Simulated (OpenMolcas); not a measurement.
# One shape, several levels: doublet C4H4Si+

Wanted: a comparison of 6 runs (U-revPBE/cc-pVDZ, UBLYP/cc-pVDZ, UM06-2X/cc-pVDZ, USVWN5/cc-pVDZ, ROMP2/cc-pVDZ, ROCCSD(T)/cc-pVDZ) of doublet C4H4Si+. 

Program for the calculation: OpenMolcas 26.06.

3 further runs of the same task are left out: 1 that didn't finish, 2 set aside as unsound or not needed.

## 1. The structure to begin with

C4H4Si+: 9 atoms, total charge +1, spin state doublet. As SMILES of the parent species, `C#C[SiH2]C#C`. The shape is that of a PBE0-D4/def2-TZVP optimisation. That shape belongs to the parent species and isn't relaxed for this state.

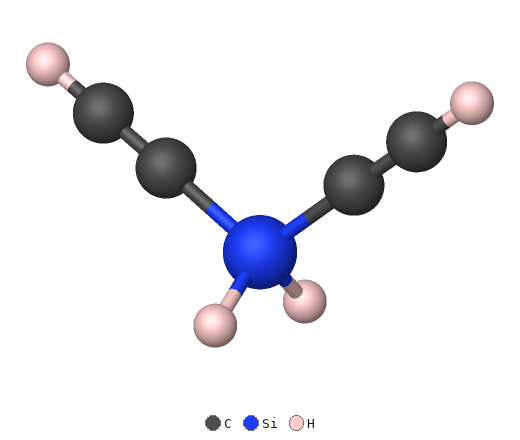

The structure, seen from a chosen angle (carbon dark grey, silicon blue, hydrogen pink).

## 2. A single-point energy at U-revPBE/cc-pVDZ (run 1)

File run.input:

```
* C4H4Si Kohn-Sham DFT
&GATEWAY
BasLib = $CurrDir
Coord
9
angstrom
C        1.986100      -0.068000       1.693000
C        1.245000      -0.318200       0.775800
Si       0.139500      -0.713800      -0.616400
C       -1.252900       0.459600      -0.648400
C       -2.180600       1.228700      -0.681700
H        2.639600       0.155600       2.505100
H        0.896100      -0.611400      -1.885800
H       -0.384600      -2.089300      -0.450100
H       -2.999800       1.910300      -0.708600
Basis = cc-pVDZ
Group = NoSym
&SEWARD
GridInput
Grid=UltraFine
End of Grid
&SCF
UHF
Charge = 1
Spin = 2
KSDFT = revPBE
Thresholds = 1e-10 1e-07 1e-07 1e-05
PrOrbitals = 1 2
```

The basis set cc-pVDZ is read from a file made from the Basis Set Exchange's data (not shown).

Command:

```sh
export MOLCAS_MEM=1860
pymolcas run.input > run.log
```

Standard output:

```text
--- Start Module: gateway ---
[...]
--- Stop Module: gateway /rc=_RC_ALL_IS_WELL_ ---
--- Start Module: seward ---
[...]
      Basis functions           94
--- Stop Module: seward /rc=_RC_ALL_IS_WELL_ ---
[...]
--- Start Module: scf ---
[...]
       Convergence after  31 Iterations
[...]
::    Total KS-DFT energy                            -443.7398148927
[...]
      Total spin, S                                     0.5010621332
[...]
      Total electronic charge=   41.000000
      Total            charge=    1.000000
[...]
      Dipole Moment (debye):
      Origin of the operator (angstrom)=    0.0203   -0.0623   -0.0515
                   X= -1.2306E-01               Y=  6.6976E-01               Z=  5.8090E-01           Total=  8.9508E-01
      Center of Charge (angstrom)
[...]
--- Stop Module: scf /rc=_RC_ALL_IS_WELL_ ---
[...]
```

It took 70 s on 1 thread of Intel Xeon 6975P-C (Granite Rapids), shared host; peak memory 0.52 GiB.

## 3. The energy at UBLYP/cc-pVDZ (run 2)

File run.inp:

```
&GATEWAY
BasLib
$CurrDir
BasisSet
C.cc-pVDZ....
C1 1.986100 -0.068000 1.693000 angstrom
C2 1.245000 -0.318200 0.775800 angstrom
C4 -1.252900 0.459600 -0.648400 angstrom
C5 -2.180600 1.228700 -0.681700 angstrom
End of Basis
BasisSet
Si.cc-pVDZ....
Si3 0.139500 -0.713800 -0.616400 angstrom
End of Basis
BasisSet
H.cc-pVDZ....
H6 2.639600 0.155600 2.505100 angstrom
H7 0.896100 -0.611400 -1.885800 angstrom
H8 -0.384600 -2.089300 -0.450100 angstrom
H9 -2.999800 1.910300 -0.708600 angstrom
End of Basis
&SEWARD
GridInput
Grid=UltraFine
End of Grid
&SCF
UHF
Charge
1
Spin
2
KSDFT
BLYP
Thresholds
1e-10 1e-07 1e-07 1e-05
PrOrbitals
1 1
```

The basis set cc-pVDZ is read from a file made from the Basis Set Exchange's data (not shown).

Command:

```sh
export MOLCAS_MEM=1860
pymolcas run.inp > run.log
```

Standard output:

```text
--- Start Module: gateway ---
[...]
--- Stop Module: gateway /rc=_RC_ALL_IS_WELL_ ---
--- Start Module: seward ---
[...]
      Basis functions           94
--- Stop Module: seward /rc=_RC_ALL_IS_WELL_ ---
[...]
--- Start Module: scf ---
[...]
       Convergence after  29 Iterations
[...]
::    Total KS-DFT energy                            -443.7785275025
[...]
      Total spin, S                                     0.5010142040
[...]
      Total electronic charge=   41.000000
      Total            charge=    1.000000
[...]
      Dipole Moment (debye):
      Origin of the operator (angstrom)=    0.0203   -0.0623   -0.0515
                   X= -1.2231E-01               Y=  6.6585E-01               Z=  5.7751E-01           Total=  8.8985E-01
      Center of Charge (angstrom)
[...]
--- Stop Module: scf /rc=_RC_ALL_IS_WELL_ ---
[...]
```

It took 66 s on 1 thread of Intel Xeon 6975P-C (Granite Rapids), shared host; peak memory 0.52 GiB.

Runs 3 to 5 aren't shown in full; the table further down has their settings and results.

## 4. A single-point energy at ROCCSD(T)/cc-pVDZ (run 6)

File calc.inp:

```
* C4H4Si CCSD(T)

&gateway
 baslib = $CurrDir
 coord
 9
 angstrom
 C        1.986100      -0.068000       1.693000
 C        1.245000      -0.318200       0.775800
 Si       0.139500      -0.713800      -0.616400
 C       -1.252900       0.459600      -0.648400
 C       -2.180600       1.228700      -0.681700
 H        2.639600       0.155600       2.505100
 H        0.896100      -0.611400      -1.885800
 H       -0.384600      -2.089300      -0.450100
 H       -2.999800       1.910300      -0.708600
 basis = cc-pVDZ
 group = NoSym

&seward

&scf
 uhf
 charge = 1
 spin = 2
 thresholds = 1e-10 1e-07 1e-07 1e-05
 prorbitals = 1

&rasscf
 fileorb = $Project.UnaOrb
 spin = 2
 nactel = 1 0 0
 inactive = 20
 ras2 = 1
 outorbitals = Canonical
 orblisting = Nothing

&motra
 jobiph
 frozen = 9

&ccsdt
 cct
 triples = 3
 iterations = 80
 accuracy = 1e-08
 extrapolation = 5 4
```

The basis set cc-pVDZ is read from a file made from the Basis Set Exchange's data (not shown).

Command:

```sh
export MOLCAS_MEM=1860
pymolcas calc.inp > calc.log
```

Standard output:

```text
--- Start Module: gateway ---
[...]
--- Stop Module: gateway /rc=_RC_ALL_IS_WELL_ ---
[...]
      Basis functions           94
[...]
       Convergence after 117 Iterations
[...]
::    Total SCF energy                               -442.2566275795
[...]
      Total spin, S                                     0.5244383484
[...]
      Number of active orbitals                  1
[...]
      Spin quantum number                      0.5
[...]
      Active orbitals                            1
[...]
      Number of CSFs                             1
[...]
      Number of root(s) required                 1
[...]
      Convergence after 14 iterations
[...]
      printout of CI-coefficients larger than  0.05 for root  1
      energy=    -442.251386
      conf/sym  1     Coeff  Weight
             1  u   1.00000 1.00000
      Natural orbitals and occupation numbers for root  1
      sym 1:   1.000000
      ************************************************************************************************************************
      *                                                    Final results                                                     *
[...]
::    RASSCF root number  1 Total energy:   -442.25138569
[...]
      Total electronic charge=   41.000000
      Total            charge=    1.000000
[...]
      Dipole Moment (debye):
      Origin of the operator (angstrom)=    0.0203   -0.0623   -0.0515
                   X= -2.4705E-01               Y=  1.3484E+00               Z=  1.1692E+00           Total=  1.8017E+00
      Center of Charge (angstrom)
[...]
--- Start Module: motra ---
[...]
      *** WARNING: Default frozen orbitals is overwritten by user input.
      *** Default values:   6
[...]
--- Stop Module: motra /rc=_RC_ALL_IS_WELL_ ---
[...]
--- Start Module: ccsdt ---
[...]
      Convergence after                    30  Iterations
      Total energy (diff) :    -442.86724731      -0.00000001
[...]
 METHOD                       : CCSD+T(CCSD)+<T3(1)WT1>+<T3(1)UT2> = CCSD(T)
[...]
       CCSD     =      -442.8672473110945
[...]
--- Stop Module: ccsdt /rc=_RC_ALL_IS_WELL_ ---
[...]
```

Wall time 100 s (1 thread of Intel Xeon 6975P-C (Granite Rapids), shared host); peak memory 0.52 GiB.

## 5. The series

```csv
run,level,integration grid,frozen core orbitals,energy (Eh),HOMO energy (eV),LUMO energy (eV),⟨S²⟩,wall time
1,U-revPBE/cc-pVDZ,UltraFine,–,-443.739815,-12.67,-12.38,0.752,70 s
2,UBLYP/cc-pVDZ,UltraFine,–,-443.778528,-12.52,-12.26,0.752,66 s
3,UM06-2X/cc-pVDZ,UltraFine,–,-443.727094,-14.13,-11.64,0.760,3.7 min
4,USVWN5/cc-pVDZ,UltraFine,–,-441.212640,-12.81,-12.62,0.751,34 s
5,ROMP2/cc-pVDZ,–,9,-442.834917,–,–,–,43 s
6,ROCCSD(T)/cc-pVDZ,–,9,-442.898812,–,–,–,100 s
```

## 6. Results

| quantity | value |
| --- | --- |
| run 6: total energy | -442.89881 Eh |
| run 6: (T) correction | -31.56 mEh |

**Reading.** Totals of different functionals can't be ranked against each other. All runs together took 8.9 min, the longest 3.7 min.
